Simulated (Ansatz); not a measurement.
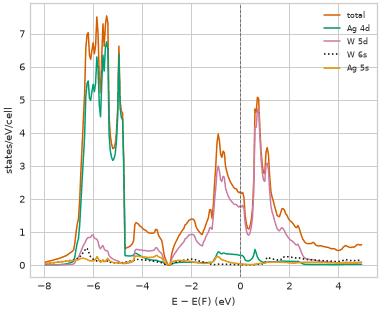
Total and projected density of states of AgW (rock salt, Fm-3m), DFT-PBEsol in the program Ansatz with PAW potentials

Q: Which orbitals carry the states next to the Fermi level?

A: Within 0.5 eV of the Fermi level: W 5d 81 %, Ag 4d 13 %. Projections are on Löwdin-orthogonalised atomic valence shells; empty p or d shells of many metals are not among them.

Q: Where is the tallest occupied peak in this window, and what makes it?

A: Near -5.4 eV, about 7.5 states/eV per cell; the largest projected share is Ag 4d.

The start of the workflow was typed in or built on a structure type; neither database checked (COD, Materials Project) lists it. Its standing as an ambient phase is unchecked. Symmetry was held in the PBEsol relaxation. At this level the phase is mechanically unstable. No spin polarisation was allowed. Its formation energy is positive at this level, so the cell may be metastable or incomplete. Spin–orbit coupling is left out wherever it is not named.

Potentials: the later of the program's two PAW sets.
